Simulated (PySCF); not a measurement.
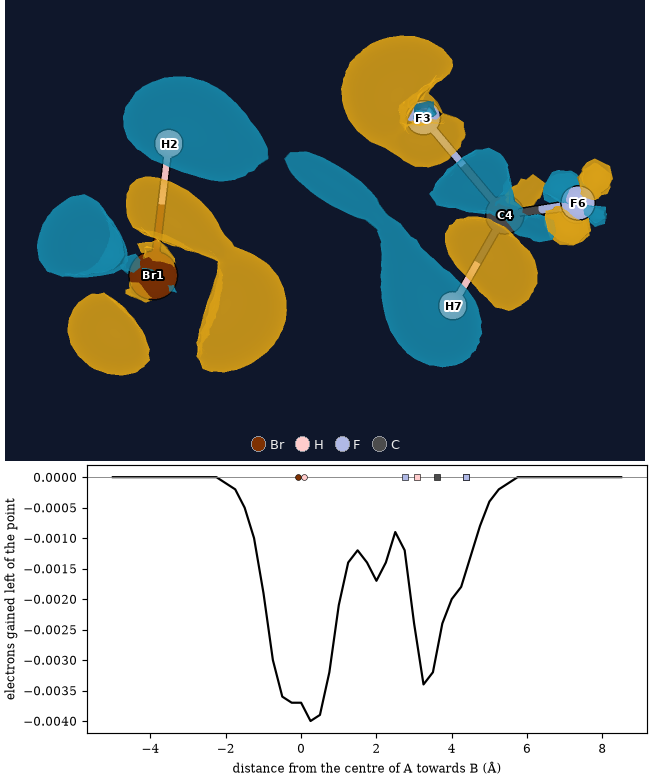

Figure 1: CH2BrF3, SMILES `Br.FC(F)F`. Density of the complex less the densities of the two fragments at the same geometry, ±0.002 e/Å³ (yellow: gain, teal: loss). Fragment A: HBr (atoms 1–2); fragment B: HCF3. Below: the charge-displacement curve along the line of centres (A on the left).

Method: BP86/def2-SVP; geometry: GFN2-xTB; program: PySCF. GFN2-xTB bond lengths at metals and heavier atoms can be off by up to 0.1 Å and shapes distorted, which carries into these values.

Geometry (Å), atoms numbered from 1:

```
Br1      1.9364   -0.0029   -0.0941
H2       1.5007    0.0333    1.2351
F3      -1.1808    0.0312    0.9708
C4      -1.8189    0.0066   -0.2003
F5      -2.5859   -1.0906   -0.2274
F6      -2.5964    1.0630   -0.2668
H7      -1.0925   -0.0050   -1.0306
```

Which way does charge flow?

Hirshfeld charges show almost no net transfer (under 0.005 e). By Hirshfeld charges, electrons gather most on Br1 (−0.006 e) and leave H2 most (+0.007 e); 0.03 e is displaced in all, which induces a dipole of 0.09 D.

What is the interaction energy, and which contacts carry it?

The counterpoise-corrected interaction energy of the frozen fragments is +0.6 kcal/mol without dispersion correction and −0.8 kcal/mol with D3(BJ). The pair geometry is semi-empirical, not a minimum at this level. Contacts: Br1···F3, 3.29 Å, ρ = 0.007 a.u.; Br1···H7, 3.17 Å, ρ = 0.006 a.u. The pose is a local one from a semi-empirical search, not shown to be the most stable.
